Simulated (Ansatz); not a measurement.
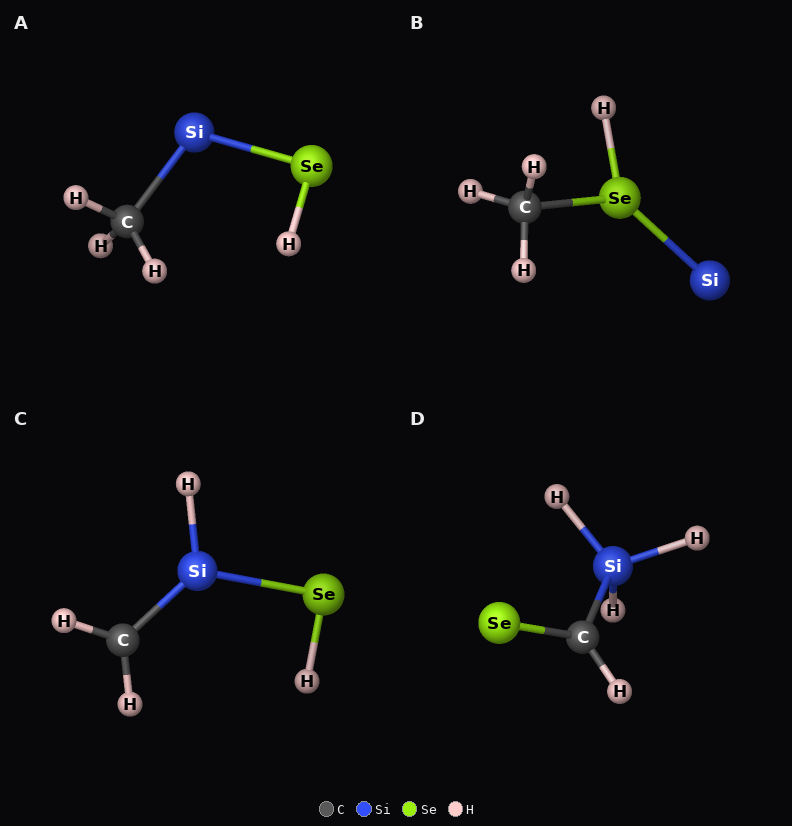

4 stationary structures of one formula. Geometries: PBE-D4/def2-SVP. Electronic energies: PBE-D4/def2-SVP (Ansatz 0.2.0), without zero-point energy. No frequency run is at hand to confirm each as a minimum. Each is one conformer, not always the lowest.

Rank them by energy, lowest first.

Answer. A is lowest; C lies 56.6 kJ/mol above it (Cs), D lies 104.5 kJ/mol above it (Cs), B lies 276.5 kJ/mol above it (Cs).
